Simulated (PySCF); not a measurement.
## C$_{4}$H$_{8}$OSi: geometry relaxation

The run: geometry relaxation of C$_{4}$H$_{8}$OSi. Method and program: PBE0-D3(BJ)/def2-SVP geometry optimisation, gas phase (PySCF 2.14.0).

It belongs to a series of runs on one base structure; here: constitutional isomer.

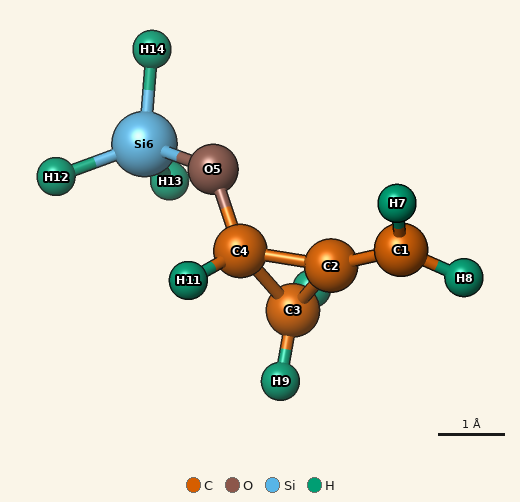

Fig. 1: The input geometry (ball-and-stick view, seen at a tilt; atoms are numbered from 1 in the order of the input). Bond lengths as drawn: C–C 1.31 to 1.50 Å, C–H 1.06 to 1.11 Å, C–O 1.41 Å, H–Si 1.45 to 1.47 Å and O–Si 1.62 Å.

## Results in brief

```json
{"quantity": "outcome", "value": "converged"}
{"quantity": "total energy", "value": "−521.252351 hartree"}
{"quantity": "dipole moment", "value": "1.03 D"}
{"quantity": "point group", "value": "C1"}
{"quantity": "hardware", "value": "1 CPU thread, shared host"}
{"quantity": "wall time", "value": "2.1 min"}
{"quantity": "peak memory", "value": "0.49 GiB"}
```

## The input
```
{"job": {"xc": "PBE0", "basis": "def2-SVP", "d3": "d3bj", "grid": 1, "shake": 0.01, "kind": "geom"}, "charge": 0, "multiplicity": 1}
C      2.459710     0.906040    -0.522020
C      1.421590     0.235170    -0.073250
C      0.791120    -1.074560     0.160450
C      0.102610     0.216920     0.478960
O     -0.993060     0.610530    -0.317760
Si    -2.472800    -0.015870    -0.492830
H      2.433540     2.007140    -0.540360
H      3.343920     0.456750    -0.908010
H      1.154650    -1.677310     1.010640
H      0.483000    -1.637950    -0.684050
H     -0.080540     0.462210     1.540930
H     -3.203800    -0.018260     0.781770
H     -2.437590    -1.396420    -0.976420
H     -3.009510     0.910520    -1.470780
```

The first line tells a small driver script what to run in PySCF; the rest is the geometry in Å.

Launched with:
```bash
OMP_NUM_THREADS=1 python <driver script> task.json out
```

## What the program printed
```
step   0  E = -521.24331777  max force = 0.047568
step   1  E = -521.25159630  max force = 0.009212
step   2  E = -521.25206044  max force = 0.004764
step   3  E = -521.25221884  max force = 0.003334
step   4  E = -521.25226819  max force = 0.001198
step   5  E = -521.25230822  max force = 0.001237
step   6  E = -521.25233062  max force = 0.001161
step   7  E = -521.25234237  max force = 0.001014
step   8  E = -521.25234484  max force = 0.000961
step   9  E = -521.25234675  max force = 0.000698
step  10  E = -521.25234939  max force = 0.000483
step  11  E = -521.25235082  max force = 0.000262
optimisation converged
```

## Trajectory as extended XYZ (Å, eV, eV/Å), 12 frames, from step=0 to step=11
```
14
Properties=species:S:1:pos:R:3:forces:R:3 step=0 energy=-14183.75313
C     2.4597    0.9060   -0.5220   -0.6137   1.3496   0.1605
C     1.4216    0.2352   -0.0732    0.5517  -0.4442  -0.2206
C     0.7911   -1.0746    0.1605    1.1176   0.0629   1.3947
C     0.1026    0.2169    0.4790   -2.3917   0.4487   0.1368
O    -0.9931    0.6105   -0.3178    2.4460   0.6317   0.5050
Si   -2.4728   -0.0159   -0.4928   -0.5118  -0.2315   0.1139
H     2.4335    2.0071   -0.5404   -0.0033  -0.2084   0.0526
H     3.3439    0.4567   -0.9080    0.8457  -0.6805  -0.3582
H     1.1546   -1.6773    1.0106   -0.1233   0.0535  -0.2136
H     0.4830   -1.6380   -0.6841   -0.4785  -0.6362  -1.0694
H    -0.0805    0.4622    1.5409    0.3070  -0.0377  -0.1250
H    -3.2038   -0.0183    0.7818   -0.3967   0.0406   0.4255
H    -2.4376   -1.3964   -0.9764   -0.0376  -0.6177  -0.2925
H    -3.0095    0.9105   -1.4708   -0.7116   0.2692  -0.5097
14
Properties=species:S:1:pos:R:3:forces:R:3 step=1 energy=-14183.97840
C     2.2118    0.7053    0.0629    0.2454  -0.2075  -0.0008
C     1.1481    0.0272    0.4578   -0.2626   0.0194   0.0996
C     0.4183   -1.2391    0.5769   -0.1384  -0.1685  -0.4574
C    -0.2454    0.0916    0.9147    0.4737   0.1559   0.0631
O    -1.1656    0.6849    0.0720   -0.4240  -0.0840  -0.1394
Si   -2.7292    0.1065   -0.1236    0.0494  -0.0463   0.0114
H     2.2378    1.7937    0.1325   -0.0308   0.1044  -0.0421
H     3.1065    0.2018   -0.3302   -0.1483   0.0559   0.0717
H     0.6361   -1.9216    1.4009    0.0351  -0.0775   0.1440
H     0.1074   -1.7511   -0.3494    0.0954   0.1450   0.1372
H    -0.4154    0.2718    1.9855   -0.0732   0.0432   0.0388
H    -3.4767    0.1305    1.1739    0.0471  -0.0185  -0.0011
H    -2.7134   -1.2969   -0.6486    0.0137   0.0395   0.0511
H    -3.4232    0.9866   -1.1044    0.1175   0.0390   0.0240
14
Properties=species:S:1:pos:R:3:forces:R:3 step=2 energy=-14183.99103
C     2.2471    0.6923    0.0966    0.0844  -0.0120   0.0091
C     1.1558    0.0382    0.4565   -0.2450   0.2178  -0.2113
C     0.4054   -1.2164    0.5381   -0.0065  -0.1849   0.1125
C    -0.2450    0.1254    0.8743    0.0486  -0.1042   0.1688
O    -1.1936    0.6900    0.0382    0.0263   0.0208  -0.1258
Si   -2.7466    0.0821   -0.1040    0.0533   0.0245   0.0018
H     2.2868    1.7847    0.1436   -0.0084  -0.0127  -0.0018
H     3.1383    0.1677   -0.2620   -0.0110  -0.0048   0.0252
H     0.5975   -1.9115    1.3647   -0.0185  -0.0070  -0.0068
H     0.1138   -1.7090   -0.3984    0.0378   0.0795  -0.0119
H    -0.4358    0.3033    1.9438    0.0112  -0.0090   0.0113
H    -3.4557    0.1233    1.2128    0.0103  -0.0181   0.0082
H    -2.7221   -1.3292   -0.5979   -0.0023  -0.0044   0.0202
H    -3.4488    0.9503   -1.0855    0.0197   0.0145   0.0005
14
Properties=species:S:1:pos:R:3:forces:R:3 step=3 energy=-14183.99534
C     2.2322    0.6979    0.0890    0.0003   0.0151   0.0384
C     1.1446    0.0403    0.4554   -0.0493   0.0954  -0.0550
C     0.4069   -1.2241    0.5431    0.0392  -0.0966   0.1715
C    -0.2484    0.1141    0.8871    0.0333  -0.0201  -0.0126
O    -1.1854    0.6839    0.0403    0.0059   0.0039  -0.0257
Si   -2.7385    0.0851   -0.1066   -0.0020   0.0338   0.0033
H     2.2644    1.7914    0.1243    0.0047  -0.0288   0.0197
H     3.1251    0.1741   -0.2620    0.0205  -0.0188  -0.0260
H     0.6036   -1.9221    1.3676   -0.0019   0.0249  -0.0450
H     0.1223   -1.7088   -0.3971   -0.0180   0.0253  -0.0476
H    -0.4391    0.2913    1.9574    0.0034  -0.0041  -0.0233
H    -3.4491    0.1330    1.2088   -0.0092  -0.0129   0.0069
H    -2.7219   -1.3280   -0.5930   -0.0074  -0.0154   0.0016
H    -3.4196    0.9631   -1.0934   -0.0196  -0.0017  -0.0061
14
Properties=species:S:1:pos:R:3:forces:R:3 step=4 energy=-14183.99668
C     2.2348    0.6991    0.0935    0.0104  -0.0171   0.0411
C     1.1445    0.0431    0.4548   -0.0214   0.0486  -0.0616
C     0.4095   -1.2243    0.5422    0.0347  -0.0274   0.0567
C    -0.2491    0.1138    0.8809   -0.0053  -0.0156   0.0046
O    -1.1857    0.6799    0.0295    0.0217  -0.0110  -0.0135
Si   -2.7416    0.0854   -0.1061   -0.0124   0.0097   0.0115
H     2.2715    1.7914    0.1373    0.0008  -0.0001  -0.0032
H     3.1265    0.1732   -0.2593    0.0082  -0.0057  -0.0025
H     0.6075   -1.9241    1.3631   -0.0014   0.0108  -0.0053
H     0.1291   -1.7048   -0.4021   -0.0190   0.0173  -0.0241
H    -0.4438    0.2930    1.9495   -0.0033  -0.0001  -0.0018
H    -3.4457    0.1416    1.2131   -0.0031  -0.0022   0.0008
H    -2.7325   -1.3328   -0.5798   -0.0025  -0.0036  -0.0036
H    -3.4281    0.9566   -1.0958   -0.0071  -0.0036   0.0009
14
Properties=species:S:1:pos:R:3:forces:R:3 step=5 energy=-14183.99777
C     2.2422    0.7017    0.1043    0.0196  -0.0308   0.0357
C     1.1455    0.0490    0.4520    0.0003   0.0021  -0.0636
C     0.4150   -1.2228    0.5351    0.0220   0.0375  -0.0245
C    -0.2509    0.1131    0.8667   -0.0493  -0.0039   0.0163
O    -1.1876    0.6710    0.0090    0.0273  -0.0180  -0.0100
Si   -2.7485    0.0832   -0.1025   -0.0194  -0.0121   0.0166
H     2.2837    1.7934    0.1478   -0.0031   0.0140  -0.0076
H     3.1362    0.1707   -0.2367   -0.0058   0.0072   0.0070
H     0.6099   -1.9235    1.3545    0.0032  -0.0137   0.0163
H     0.1410   -1.6964   -0.4153   -0.0086   0.0021   0.0087
H    -0.4541    0.2936    1.9332    0.0025   0.0032   0.0125
H    -3.4376    0.1566    1.2243    0.0046   0.0078  -0.0038
H    -2.7531   -1.3421   -0.5561    0.0038   0.0071  -0.0077
H    -3.4445    0.9439   -1.0952    0.0028  -0.0024   0.0040
14
Properties=species:S:1:pos:R:3:forces:R:3 step=6 energy=-14183.99838
C     2.2484    0.7060    0.1161    0.0079  -0.0058   0.0317
C     1.1464    0.0542    0.4479    0.0110  -0.0391  -0.0575
C     0.4227   -1.2224    0.5272    0.0091   0.0597  -0.0447
C    -0.2535    0.1099    0.8512   -0.0521   0.0088   0.0283
O    -1.1896    0.6577   -0.0138    0.0236  -0.0207  -0.0056
Si   -2.7563    0.0799   -0.0987   -0.0159  -0.0143   0.0129
H     2.2886    1.7979    0.1575    0.0038   0.0116  -0.0080
H     3.1472    0.1740   -0.2108   -0.0086   0.0096   0.0078
H     0.6157   -1.9234    1.3467    0.0022  -0.0150   0.0119
H     0.1554   -1.6918   -0.4274   -0.0012  -0.0136   0.0211
H    -0.4643    0.2925    1.9161    0.0048   0.0033   0.0102
H    -3.4278    0.1773    1.2355    0.0060   0.0081  -0.0034
H    -2.7770   -1.3517   -0.5319    0.0052   0.0078  -0.0068
H    -3.4589    0.9312   -1.0946    0.0042  -0.0003   0.0022
14
Properties=species:S:1:pos:R:3:forces:R:3 step=7 energy=-14183.99870
C     2.2522    0.7146    0.1288    0.0089   0.0040   0.0197
C     1.1471    0.0592    0.4424    0.0063  -0.0369  -0.0400
C     0.4329   -1.2227    0.5188   -0.0057   0.0521  -0.0360
C    -0.2568    0.1040    0.8350   -0.0219   0.0185   0.0319
O    -1.1921    0.6397   -0.0381    0.0067  -0.0169  -0.0035
Si   -2.7652    0.0750   -0.0951   -0.0033  -0.0041   0.0035
H     2.2918    1.8069    0.1673   -0.0097   0.0021   0.0000
H     3.1568    0.1837   -0.1826   -0.0005   0.0053   0.0023
H     0.6252   -1.9224    1.3399    0.0043  -0.0102   0.0025
H     0.1730   -1.6928   -0.4375    0.0038  -0.0208   0.0205
H    -0.4743    0.2895    1.8983    0.0015   0.0012   0.0025
H    -3.4173    0.2012    1.2460    0.0035   0.0021  -0.0013
H    -2.8039   -1.3622   -0.5074    0.0028   0.0031  -0.0021
H    -3.4724    0.9176   -1.0950    0.0033   0.0007  -0.0002
14
Properties=species:S:1:pos:R:3:forces:R:3 step=8 energy=-14183.99877
C     2.2531    0.7236    0.1375   -0.0157   0.0343   0.0168
C     1.1482    0.0616    0.4372    0.0030  -0.0494  -0.0252
C     0.4426   -1.2243    0.5134   -0.0162   0.0182  -0.0081
C    -0.2587    0.0975    0.8233    0.0199   0.0194   0.0231
O    -1.1931    0.6225   -0.0563   -0.0118  -0.0084  -0.0025
Si   -2.7715    0.0704   -0.0934    0.0095   0.0078  -0.0060
H     2.2797    1.8164    0.1765    0.0117  -0.0005  -0.0012
H     3.1662    0.2011   -0.1631   -0.0042   0.0023  -0.0006
H     0.6369   -1.9214    1.3368    0.0046  -0.0011  -0.0038
H     0.1880   -1.6998   -0.4414    0.0042  -0.0150   0.0095
H    -0.4801    0.2862    1.8855   -0.0044  -0.0008  -0.0046
H    -3.4095    0.2208    1.2518   -0.0006  -0.0046   0.0013
H    -2.8253   -1.3706   -0.4895   -0.0009  -0.0026   0.0030
H    -3.4795    0.9074   -1.0974    0.0009   0.0003  -0.0016
14
Properties=species:S:1:pos:R:3:forces:R:3 step=9 energy=-14183.99882
C     2.2503    0.7326    0.1409   -0.0027   0.0153   0.0053
C     1.1483    0.0629    0.4345   -0.0060  -0.0087  -0.0098
C     0.4483   -1.2254    0.5121   -0.0124  -0.0095   0.0115
C    -0.2594    0.0936    0.8197    0.0359   0.0108   0.0118
O    -1.1939    0.6129   -0.0628   -0.0194  -0.0022  -0.0020
Si   -2.7742    0.0661   -0.0939    0.0139   0.0118  -0.0087
H     2.2734    1.8256    0.1804   -0.0049  -0.0053   0.0048
H     3.1670    0.2153   -0.1568    0.0043  -0.0018  -0.0043
H     0.6462   -1.9200    1.3372    0.0044   0.0070  -0.0049
H     0.1960   -1.7071   -0.4400    0.0010  -0.0034  -0.0020
H    -0.4822    0.2837    1.8814   -0.0079  -0.0016  -0.0067
H    -3.4081    0.2261    1.2520   -0.0028  -0.0067   0.0021
H    -2.8340   -1.3762   -0.4836   -0.0024  -0.0052   0.0045
H    -3.4807    0.9013   -1.1005   -0.0010  -0.0006  -0.0016
14
Properties=species:S:1:pos:R:3:forces:R:3 step=10 energy=-14183.99889
C     2.2474    0.7387    0.1410   -0.0018   0.0047   0.0023
C     1.1484    0.0637    0.4335   -0.0047   0.0049  -0.0029
C     0.4509   -1.2255    0.5132   -0.0052  -0.0186   0.0131
C    -0.2588    0.0925    0.8204    0.0248   0.0016   0.0022
O    -1.1941    0.6092   -0.0629   -0.0136   0.0013  -0.0007
Si   -2.7740    0.0623   -0.0955    0.0091   0.0063  -0.0052
H     2.2646    1.8316    0.1832   -0.0021  -0.0020   0.0021
H     3.1665    0.2267   -0.1588    0.0028  -0.0010  -0.0022
H     0.6522   -1.9180    1.3392    0.0039   0.0076  -0.0015
H     0.1988   -1.7114   -0.4368   -0.0019   0.0047  -0.0057
H    -0.4823    0.2830    1.8817   -0.0064  -0.0003  -0.0041
H    -3.4098    0.2222    1.2497   -0.0023  -0.0041   0.0009
H    -2.8337   -1.3806   -0.4836   -0.0014  -0.0037   0.0025
H    -3.4792    0.8967   -1.1036   -0.0013  -0.0015  -0.0008
14
Properties=species:S:1:pos:R:3:forces:R:3 step=11 energy=-14183.99893
C     2.2447    0.7463    0.1418    0.0015  -0.0055  -0.0010
C     1.1482    0.0665    0.4330   -0.0018   0.0112   0.0012
C     0.4540   -1.2245    0.5142    0.0028  -0.0135   0.0038
C    -0.2585    0.0923    0.8206    0.0028  -0.0054  -0.0029
O    -1.1952    0.6055   -0.0638   -0.0016   0.0030   0.0018
Si   -2.7739    0.0561   -0.0972    0.0006  -0.0026  -0.0005
H     2.2569    1.8391    0.1864   -0.0008   0.0017  -0.0002
H     3.1661    0.2388   -0.1590    0.0003   0.0009   0.0004
H     0.6592   -1.9150    1.3407    0.0011   0.0043   0.0027
H     0.2021   -1.7126   -0.4348   -0.0017   0.0073  -0.0041
H    -0.4839    0.2829    1.8813   -0.0020   0.0017   0.0000
H    -3.4116    0.2153    1.2472   -0.0007  -0.0003  -0.0008
H    -2.8316   -1.3877   -0.4828    0.0005  -0.0010  -0.0004
H    -3.4795    0.8882   -1.1070   -0.0009  -0.0018  -0.0002
```

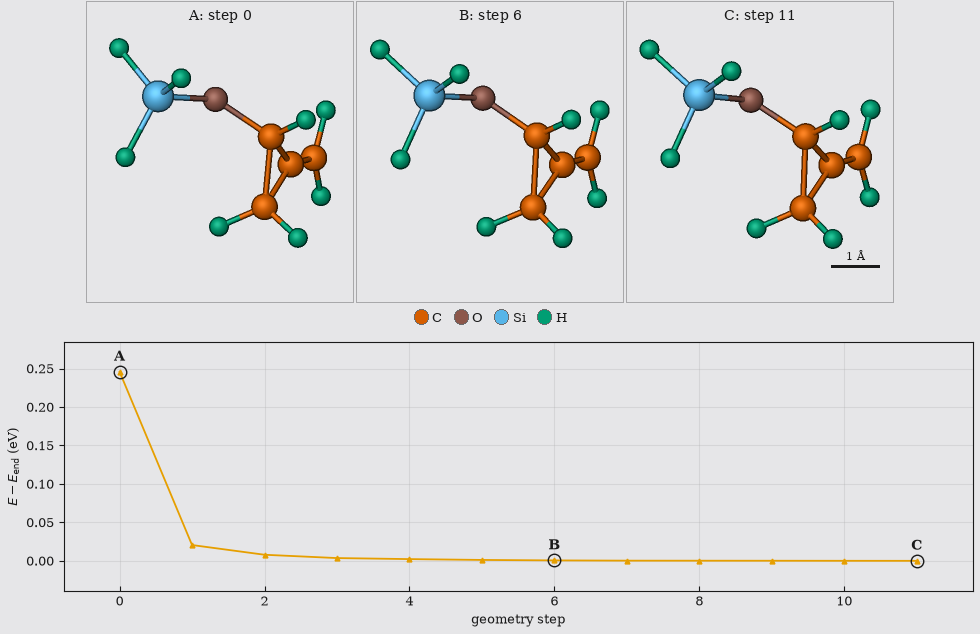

Fig. 2: Frames of the relaxation (ball-and-stick view, seen at a tilt) above the curves, on which the letters mark them (steps are counted from 0).

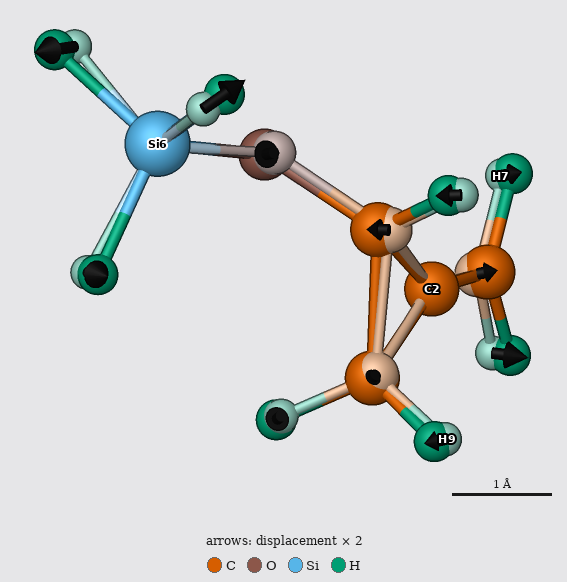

Fig. 3: Start (faint) and end (solid) with the displacements as black arrows, magnified 2 times (ball-and-stick view, seen at a tilt). The two geometries are laid on each other by the best rigid fit. H14 moves most after the best rigid fit: 0.30 Å. By element the largest moves are H 0.30 Å, O 0.20 Å, C 0.12 Å, Si 0.04 Å. Distances before and after: O5–Si6 1.616 → 1.672 Å, Si6–H14 1.450 → 1.487 Å, C3–H10 1.061 → 1.097 Å, Si6–H13 1.463 → 1.495 Å. Among the angles that change: C4–O5–Si6 131.6° → 121.9°, O5–Si6–H14 99.5° → 106.1°, C2–C4–H11 121.4° → 117.1°. Over 11 geometry steps the energy falls by 0.246 eV. The largest force component goes from 2.4 to 0.013 eV/Å. (Atoms are counted from 1 in the order of the input.)
